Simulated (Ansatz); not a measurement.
# One shape, several levels: triplet C2H4OSi

We compute a comparison of 6 runs (UHF/cc-pVDZ, UBLYP/cc-pVDZ, UPBE/cc-pVDZ, UMP2/cc-pVDZ, UBCCD(T)/cc-pVDZ, UCCSD(T)/cc-pVDZ) of triplet C2H4OSi. 

The calculation is run with Ansatz 0.2.0.

73 further runs of the same task are left out: 73 set aside as unsound or not needed. Runs told in other sessions of the task aren't counted.

### Step 1. The molecule

C2H4OSi: 8 atoms, total charge 0, spin state triplet. As SMILES of the parent species, `OC#C[SiH3]`. The shape is that of a PBE0-D4/def2-TZVP optimisation. That shape belongs to the parent species and isn't relaxed for this state.

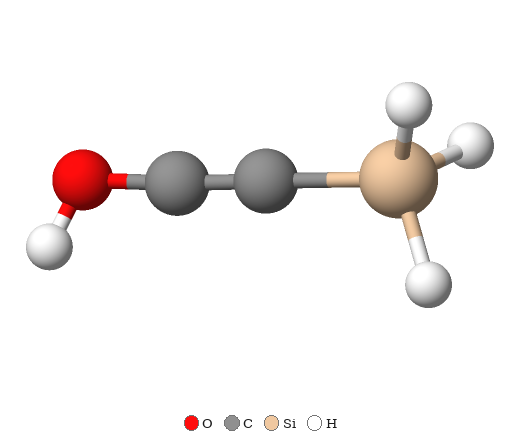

Viewed from a chosen angle; oxygen red, carbon grey, silicon light orange, hydrogen white.

### Step 2. A single-point energy at UHF/cc-pVDZ (run 1)

Input file job.yaml:

```yaml
crystal:
  periodic: [false, false, false]
  atoms:
    - symbol: O
      position_ang: [2.579200, 0.927900, 0.488100]
    - symbol: C
      position_ang: [1.380900, 0.489600, 0.263100]
    - symbol: C
      position_ang: [0.263000, 0.053700, 0.119800]
    - symbol: Si
      position_ang: [-1.409600, -0.594800, -0.108400]
    - symbol: H
      position_ang: [2.920800, 1.394400, -0.284700]
    - symbol: H
      position_ang: [-2.349500, 0.046300, 0.846200]
    - symbol: H
      position_ang: [-1.863400, -0.311200, -1.494000]
    - symbol: H
      position_ang: [-1.429300, -2.063000, 0.114200]
basis:
  gaussian:
    orbitals: cc-pVDZ
magnetization:
  spin_polarized: true
  initial_magnetization: 2
hamiltonian:
  xc: hf
accuracy: high
output: {orbitals: {seedname: orbitals}}
```

Launch:

```sh
ansatz run job.yaml --threads 1 --pin off --max-ram 2610MiB --events-out events.jsonl --progress --plain --runs-dir runs
```

Log:

```text
Warning: RAYON_NUM_THREADS=1 ignored (pool sized by the plan → 1); use --threads N
Functional definition: HF
  name "HF"
  exchange = exact_x
  correlation = 0
1782 factors; integrals over basis functions are off by at most 3.8e-9 eV
mean field evaluation 1: about -12013.6474 eV, gradient 1.8e1 eV
mean field evaluation 2: about -12013.6620 eV, gradient 1.8e1 eV
mean field evaluation 4: about -12016.3715 eV, gradient 2.9e0 eV
mean field evaluation 8: about -12016.5446 eV, gradient 1.6e-1 eV
mean field evaluation 16: about -12016.5449 eV, gradient 1.8e-3 eV
mean field evaluation 32: about -12016.9376 eV, gradient 3.7e-2 eV
mean field evaluation 64: about -12016.9280 eV, gradient 5.2e-2 eV
mean field evaluation 96: about -12016.8405 eV, gradient 3.2e-1 eV
mean field evaluation 128: about -12016.7770 eV, gradient 1.3e0 eV
mean field evaluation 160: about -12016.8537 eV, gradient 8.7e-1 eV
mean field evaluation 192: about -12016.5449 eV, gradient 7.2e-4 eV
mean field evaluation 224: about -12016.9075 eV, gradient 2.2e-1 eV
mean field -12016.93794079 eV, -441.6143239510 hartree, gradient 9.9e-8 eV, S^2 2.017528; 4 other end points of the search recorded, 0 dependent functions left out
reference -12016.93794079 eV, -441.6143239510 hartree; 20, 18 occupied and 60, 62 virtual orbitals, 1782 factors
Total energy: -12016.93794079 eV, -441.6143239510 hartree
```

Wall time 14 s (1 thread of Arm Neoverse V1, shared host); peak memory 0.3 GiB.

### Step 3. A single-point energy at UBLYP/cc-pVDZ (run 2)

Input file job.yaml:

```yaml
basis:
  gaussian: {orbitals: cc-pVDZ}
crystal:
  periodic: [false, false, false]
  atoms:
    - {symbol: O, position_ang: [2.579200, 0.927900, 0.488100]}
    - {symbol: C, position_ang: [1.380900, 0.489600, 0.263100]}
    - {symbol: C, position_ang: [0.263000, 0.053700, 0.119800]}
    - {symbol: Si, position_ang: [-1.409600, -0.594800, -0.108400]}
    - {symbol: H, position_ang: [2.920800, 1.394400, -0.284700]}
    - {symbol: H, position_ang: [-2.349500, 0.046300, 0.846200]}
    - {symbol: H, position_ang: [-1.863400, -0.311200, -1.494000]}
    - {symbol: H, position_ang: [-1.429300, -2.063000, 0.114200]}
magnetization: {spin_polarized: true, initial_magnetization: 2}
output: {orbitals: {seedname: orbitals}}
accuracy: high
hamiltonian: {xc: {name: BLYP}}
```

Launch:

```sh
ansatz run job.yaml --threads 1 --pin off --max-ram 2610MiB --events-out events.jsonl --progress --plain --runs-dir runs
```

Log:

```text
Warning: RAYON_NUM_THREADS=1 ignored (pool sized by the plan → 1); use --threads N
Functional definition: BLYP
  name "BLYP"
  parameter beta = 0.0042
  parameter a = 0.04918
  parameter b = 0.132
  parameter c = 0.2533
  parameter d = 0.349
  exchange = b88_x(beta = beta)
  correlation = lyp_c(a = a, b = b, c = c, d = d)
1782 factors; integrals over basis functions are off by at most 3.8e-9 eV
mean field evaluation 1: about -12046.8572 eV, gradient 3.7e1 eV
mean field evaluation 2: about -12022.6880 eV, gradient 6.8e1 eV
mean field evaluation 4: about -12054.2983 eV, gradient 1.2e1 eV
mean field evaluation 8: about -12054.8804 eV, gradient 1.5e-1 eV
mean field evaluation 16: about -12054.9221 eV, gradient 1.9e-2 eV
mean field evaluation 32: about -12048.4783 eV, gradient 1.8e1 eV
mean field evaluation 64: about -12054.7944 eV, gradient 7.6e-1 eV
mean field -12054.92197275 eV, -443.0102113790 hartree, gradient 2.1e-8 eV, S^2 2.003296; 8 other end points of the search recorded, 0 dependent functions left out
reference -12054.92203098 eV, -443.0102135188 hartree; 20, 18 occupied and 60, 62 virtual orbitals, 1782 factors
Total energy: -12054.92203098 eV, -443.0102135188 hartree
```

Wall time 21 s (1 thread of Arm Neoverse V1, shared host); peak memory 0.26 GiB.

Runs 3 to 4 aren't shown in full; the table further down has their settings and results.

### Step 4. The energy at UBCCD(T)/cc-pVDZ (run 5)

Input file input.yaml:

```yaml
crystal:
  periodic: [false, false, false]
  atoms:
    - {symbol: O, position_ang: [2.579200, 0.927900, 0.488100]}
    - {symbol: C, position_ang: [1.380900, 0.489600, 0.263100]}
    - {symbol: C, position_ang: [0.263000, 0.053700, 0.119800]}
    - {symbol: Si, position_ang: [-1.409600, -0.594800, -0.108400]}
    - {symbol: H, position_ang: [2.920800, 1.394400, -0.284700]}
    - {symbol: H, position_ang: [-2.349500, 0.046300, 0.846200]}
    - {symbol: H, position_ang: [-1.863400, -0.311200, -1.494000]}
    - {symbol: H, position_ang: [-1.429300, -2.063000, 0.114200]}
basis:
  gaussian: {orbitals: cc-pVDZ}
total_charge: 0
magnetization: {spin_polarized: true, initial_magnetization: 2}
correlation: {method: bccd_t, frozen_orbitals: {C: 1, H: 0, O: 1, Si: 5}}
accuracy: high
scf: {omitted_lower_state_checks: [cluster_reference, increment]}
```

Launch:

```sh
ansatz run input.yaml --threads 1 --pin off --max-ram 2610MiB --events-out events.jsonl --progress --plain --runs-dir runs
```

Log:

```text
Warning: RAYON_NUM_THREADS=1 ignored (pool sized by the plan → 1); use --threads N
[... 18 lines left out ...]
8 core orbitals not correlated: weight in the atoms' cores, before any rotation towards them, 1.000 or more for the frozen orbitals, at most 0.000 for the correlated occupied ones
[... 57 lines left out ...]
Total energy: -12031.99570115 eV, -442.1676864377 hartree
Checks for a lower state left out: cluster_reference, increment
```

Wall time 2 min (1 thread of Arm Neoverse V1, shared host); peak memory 0.98 GiB.

### Step 5. A single-point energy at UCCSD(T)/cc-pVDZ (run 6)

Input file in.yaml:

```yaml
crystal:
  periodic: [false, false, false]
  atoms:
    - {symbol: O, position_ang: [2.579200, 0.927900, 0.488100]}
    - {symbol: C, position_ang: [1.380900, 0.489600, 0.263100]}
    - {symbol: C, position_ang: [0.263000, 0.053700, 0.119800]}
    - {symbol: Si, position_ang: [-1.409600, -0.594800, -0.108400]}
    - {symbol: H, position_ang: [2.920800, 1.394400, -0.284700]}
    - {symbol: H, position_ang: [-2.349500, 0.046300, 0.846200]}
    - {symbol: H, position_ang: [-1.863400, -0.311200, -1.494000]}
    - {symbol: H, position_ang: [-1.429300, -2.063000, 0.114200]}
basis:
  gaussian:
    orbitals: cc-pVDZ
magnetization:
  spin_polarized: true
  initial_magnetization: 2
correlation:
  method: ccsd_t
  frozen_orbitals: {C: 1, H: 0, O: 1, Si: 5}
accuracy: high
scf:
  omitted_lower_state_checks: [cluster_reference, increment]
```

Launch:

```sh
ansatz run in.yaml --threads 1 --pin off --max-ram 2610MiB --events-out events.jsonl --progress --plain --runs-dir runs
```

Log:

```text
Warning: RAYON_NUM_THREADS=1 ignored (pool sized by the plan → 1); use --threads N
[... 18 lines left out ...]
8 core orbitals not correlated: weight in the atoms' cores, before any rotation towards them, 1.000 or more for the frozen orbitals, at most 0.000 for the correlated occupied ones
[... 45 lines left out ...]
Total energy: -12031.98851275 eV, -442.1674222690 hartree
Checks for a lower state left out: cluster_reference, increment
```

Run time: 78 s. Hardware: 1 thread of Arm Neoverse V1, shared host; peak memory 0.76 GiB.

### Step 6. All runs side by side

```tsv
run	level	frozen core orbitals	energy (Eh)	⟨S²⟩	wall time
1	UHF/cc-pVDZ	–	-441.614324	2.018	14 s
2	UBLYP/cc-pVDZ	–	-443.010214	2.003	21 s
3	UPBE/cc-pVDZ	–	-442.727876	2.004	21 s
4	UMP2/cc-pVDZ	8	-442.098251	2.018	17 s
5	UBCCD(T)/cc-pVDZ	8	-442.167686	2.018	2 min
6	UCCSD(T)/cc-pVDZ	8	-442.167422	2.018	78 s
```

### Step 7. What came out

```
                                          quantity          value
                               run 6: total energy  -442.16742 Eh
run 6: correlation energy (8 core orbitals frozen)     -553.1 mEh
                             run 6: (T) correction     -17.03 mEh
          run 6: ⟨S²⟩ of the reference determinant          2.018
                              run 6: T1 diagnostic          0.020
```

**Reading.** Below the UHF energy at the same shape and in the same basis (cc-pVDZ): UMP2 -483.9 mEh; UBCCD(T) -553.4 mEh; UCCSD(T) -553.1 mEh. Totals of different functionals can't be ranked against each other. All runs together took 4.5 min, the longest 2 min.
